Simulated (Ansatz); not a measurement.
**Geometry relaxation of BSiH₃F₃ (part 2 of 2)**

The same run, continued: BSiH₃F₃, multiplicity 2; UKS PBE-D4/6-31G* (Ansatz 0.2.0). The input holds or restrains some coordinates. Forces given for the steps count only the free coordinates. It belongs to a series of runs on one base structure; here: pulled along the bonds that form and break, towards end B.

Trajectory as extended XYZ (Å, eV, eV/Å), 10 frames, from step=1 to step=10:
```
8
Properties=species:S:1:pos:R:3:forces:R:3 step=1 energy=-16740.69829
B     0.0000    0.0000    0.0000    0.0008   0.0000   0.4555
F     0.0000    0.0000    1.5700   -0.0038   0.0006  -3.3594
F     1.1431    0.0000   -0.6600   -0.0242   0.0000   0.3160
F    -1.1431    0.0000   -0.6600    0.0233   0.0000   0.3159
Si    0.0000    0.0000    3.4600    0.0039  -0.0012   1.6531
H    -0.7436   -1.1581    3.9474   -0.3812  -0.5955   0.2046
H     1.3747   -0.0649    3.9474    0.7052  -0.0335   0.2100
H    -0.6311    1.2230    3.9474   -0.3240   0.6297   0.2043
8
Properties=species:S:1:pos:R:3:forces:R:3 step=2 energy=-16740.59766
B     0.0000    0.0000   -0.1453    0.0001   0.0001   0.5033
F    -0.0001    0.0000    1.7664    0.0011  -0.0001   1.1571
F     1.1615    0.0000   -0.7431    0.5091  -0.0001  -0.7804
F    -1.1615    0.0000   -0.7431   -0.5097   0.0000  -0.7806
Si    0.0001    0.0000    3.5223   -0.0050   0.0005  -0.6746
H    -0.7588   -1.1818    3.9649   -0.2079  -0.3276   0.1912
H     1.4028   -0.0662    3.9653    0.3888  -0.0186   0.1929
H    -0.6440    1.2481    3.9649   -0.1765   0.3459   0.1911
8
Properties=species:S:1:pos:R:3:forces:R:3 step=3 energy=-16740.61809
B     0.0000    0.0000   -0.2711   -0.0020   0.0001   2.6103
F    -0.0001    0.0000    1.9612    0.0025  -0.0004  -2.1962
F     1.1763    0.0000   -0.7806    1.5577   0.0000  -1.9548
F    -1.1764    0.0000   -0.7807   -1.5561   0.0000  -1.9537
Si    0.0000    0.0000    3.5215   -0.0029   0.0003   2.5497
H    -0.7617   -1.1865    3.9672   -0.1651  -0.2593   0.3152
H     1.4083   -0.0665    3.9675    0.3061  -0.0147   0.3140
H    -0.6465    1.2530    3.9671   -0.1402   0.2739   0.3154
8
Properties=species:S:1:pos:R:3:forces:R:3 step=4 energy=-16740.64842
B    -0.0001    0.0000   -0.3804    0.0026   0.0001  -0.9650
F     0.0001    0.0000    2.0740    0.0018  -0.0003  -2.1357
F     1.2894    0.0000   -0.9424   -3.0313   0.0000   0.1941
F    -1.2894    0.0000   -0.9423    3.0283   0.0000   0.1929
Si   -0.0001    0.0000    3.6454    0.0007  -0.0001   1.3097
H    -0.7734   -1.2048    4.0326   -0.1003  -0.1562   0.4683
H     1.4298   -0.0675    4.0328    0.1835  -0.0087   0.4675
H    -0.6564    1.2723    4.0326   -0.0853   0.1652   0.4684
8
Properties=species:S:1:pos:R:3:forces:R:3 step=5 energy=-16741.23874
B    -0.0033    0.1981   -0.4078    0.0436  -0.0532  -1.4270
F     0.0264   -0.1677    2.0845    0.0235  -0.2180  -1.0896
F     1.1521   -0.0284   -1.0722   -0.7756   0.0863   0.5956
F    -1.1645   -0.0280   -1.0581    0.7278   0.0745   0.5565
Si    0.0024   -0.0219    3.6780   -0.0239   0.0133   0.6017
H    -0.7770   -1.1795    4.1994   -0.0441  -0.0527   0.2670
H     1.4178   -0.0468    4.1345    0.1198   0.0061   0.2639
H    -0.6539    1.2741    3.9940   -0.0711   0.1436   0.2319
8
Properties=species:S:1:pos:R:3:forces:R:3 step=6 energy=-16741.38723
B    -0.0101    0.3966   -0.4304   -0.0432  -0.2251  -0.6801
F     0.0636   -0.3042    2.0060    0.0361  -0.2193  -0.6908
F     1.1253   -0.0612   -0.9607   -0.0789   0.1481   0.3182
F    -1.1560   -0.0726   -0.9306    0.1197   0.1602   0.3325
Si    0.0071   -0.0467    3.5976   -0.0264   0.1052   0.8350
H    -0.7800   -1.1466    4.2460    0.0126   0.0194  -0.0420
H     1.3991   -0.0352    4.1525   -0.0026  -0.0074  -0.0422
H    -0.6490    1.2698    3.8719   -0.0174   0.0189  -0.0306
8
Properties=species:S:1:pos:R:3:forces:R:3 step=7 energy=-16741.43269
B    -0.0161    0.4668   -0.4355   -0.0353  -0.0042  -0.1389
F     0.0719   -0.3404    1.9604    0.0333  -0.1825  -0.6389
F     1.1279   -0.0750   -0.8273    0.1405   0.0162   0.0703
F    -1.1605   -0.0935   -0.8045   -0.1042   0.0283   0.0910
Si    0.0086   -0.0532    3.5495   -0.0259   0.1369   0.7286
H    -0.7840   -1.1411    4.2123    0.0196   0.0291  -0.0449
H     1.4011   -0.0353    4.1071   -0.0337  -0.0036  -0.0453
H    -0.6490    1.2717    3.7903    0.0057  -0.0202  -0.0218
8
Properties=species:S:1:pos:R:3:forces:R:3 step=8 energy=-16741.42101 accepted=F
B    -0.0231    0.5506   -0.4364    0.0665  -0.9954  -0.1637
F     0.0770   -0.3879    1.8995    0.0239  -0.1288  -0.5963
F     1.1424   -0.0903   -0.6295   -0.5680   0.4978   0.0579
F    -1.1737   -0.1174   -0.6181    0.5114   0.4796   0.0737
Si    0.0098   -0.0605    3.4805   -0.0294   0.1765   0.6049
H    -0.7883   -1.1343    4.1551    0.0101   0.0265   0.0083
H     1.4061   -0.0347    4.0280   -0.0514   0.0105  -0.0004
H    -0.6502    1.2745    3.6731    0.0370  -0.0668   0.0156
8
Properties=species:S:1:pos:R:3:forces:R:3 step=9 energy=-16741.44104
B    -0.0165    0.5084   -0.4372   -0.0257  -0.3208  -0.1371
F     0.0717   -0.3531    1.9281    0.0294  -0.1510  -0.6545
F     1.1342   -0.0875   -0.7369   -0.0680   0.1574   0.0690
F    -1.1641   -0.1097   -0.7090    0.0964   0.1726   0.0850
Si    0.0083   -0.0549    3.5147   -0.0273   0.1435   0.7073
H    -0.7853   -1.1388    4.1799    0.0111   0.0186  -0.0256
H     1.4018   -0.0360    4.0677   -0.0278   0.0024  -0.0284
H    -0.6502    1.2717    3.7451    0.0118  -0.0227  -0.0158
8
Properties=species:S:1:pos:R:3:forces:R:3 step=10 energy=-16741.44442
B    -0.0084    0.5040   -0.4172   -0.0013   0.0905   0.0466
F     0.0675   -0.4053    1.9317    0.0332  -0.1829  -0.7245
F     1.1415   -0.0697   -0.7411    0.0171  -0.0394  -0.0165
F    -1.1671   -0.0841   -0.6790   -0.0159  -0.0382  -0.0115
Si    0.0060   -0.0608    3.5071   -0.0316   0.1540   0.7032
H    -0.7842   -1.1286    4.1977   -0.0026   0.0012   0.0059
H     1.3994   -0.0236    4.0529    0.0065   0.0035   0.0005
H    -0.6547    1.2681    3.7001   -0.0053   0.0113  -0.0037
```

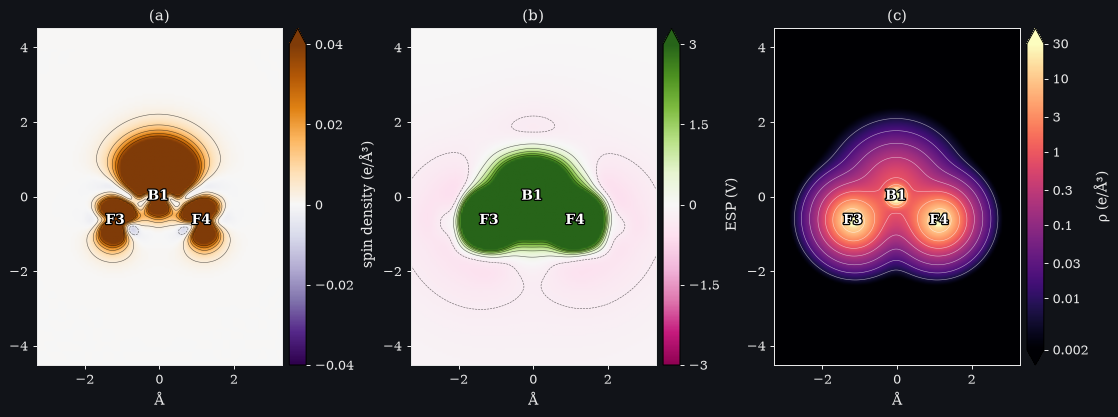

*(a) spin density (α minus β); (b) molecular electrostatic potential; (c) electron density on the plane of atoms F3, B1 and F4.*

B–F (1.33 Å): ρ is about 2.2 e/Å³ halfway. The unpaired spin (1 electron) lies mostly on B1 (about 0.8), F4 (about 0.1) and F3 (about 0.1), in electrons by Hirshfeld's partition.

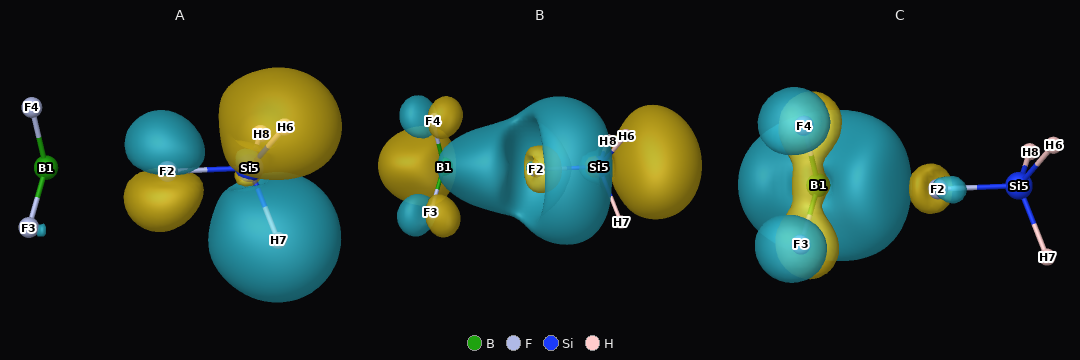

*Three frontier orbitals at ±0.08 Å⁻³ᐟ² (yellow and cyan are the two phases).*

A is the HOMO−1 (α) (−8.34 eV). By Hirshfeld shares it lies mainly on Si5 (30 %), H7 (25 %), F2 (20 %) and H6 (20 %). C is the HOMO (α) (−4.77 eV). Its weight (Hirshfeld) is mainly on B1 (70 %), F4 (15 %) and F3 (15 %). B is the LUMO (α) (−1.03 eV). By Hirshfeld shares it lies mainly on Si5 (45 %), B1 (25 %) and F2 (10 %). The HOMO–LUMO gap is 3.74 eV between the orbital energies.

The run was set up as follows.

Input:
```yaml
crystal:
  periodic: [false, false, false]
  atoms:
    - { symbol: B, position_ang: [0.0, 0.0, 0.0] }
    - { symbol: F, position_ang: [0.0, 0.0, 1.57] }
    - { symbol: F, position_ang: [1.1431, 0.0, -0.66] }
    - { symbol: F, position_ang: [-1.1431, 0.0, -0.66] }
    - { symbol: Si, position_ang: [0.0, 0.0, 3.46] }
    - { symbol: H, position_ang: [-0.7436, -1.1581, 3.9474] }
    - { symbol: H, position_ang: [1.3747, -0.0649, 3.9474] }
    - { symbol: H, position_ang: [-0.6311, 1.223, 3.9474] }
magnetization:
  spin_polarized: true
  initial_magnetization: 1
basis:
  gaussian: { orbitals: "6-31G*" }
hamiltonian:
  xc: pbe
  dispersion: d4
relax:
  f_tol: 0.15
  max_steps: 25
  restrain:
    - { distance: [1, 4], at: 1.59, k: 30.0 }
    - { distance: [0, 1], at: 2.52, k: 30.0 }
output:
  orbitals: {}
```

Run as:
```bash
ansatz run input.yaml --threads 2 --pin off --max-ram 3072MiB --backend cpu --events-out ev --progress --plain --runs-dir out
```

Key numbers:

```json
{"quantity": "outcome", "value": "converged under the restraints of the input"}
{"quantity": "total energy", "value": "−16741.4445 eV"}
{"quantity": "mean-field energy", "value": "−16741.3346 eV"}
{"quantity": "⟨S²⟩", "value": "0.752"}
{"quantity": "largest force (length of the vector) at the end, held atoms and coordinates included", "value": "0.748 eV/Å"}
{"quantity": "hardware", "value": "2 threads of Arm Neoverse V2, 24 GiB of memory available, shared host"}
{"quantity": "wall time", "value": "24 s (CPU time 47 s)"}
{"quantity": "peak memory", "value": "0.17 GiB"}
```
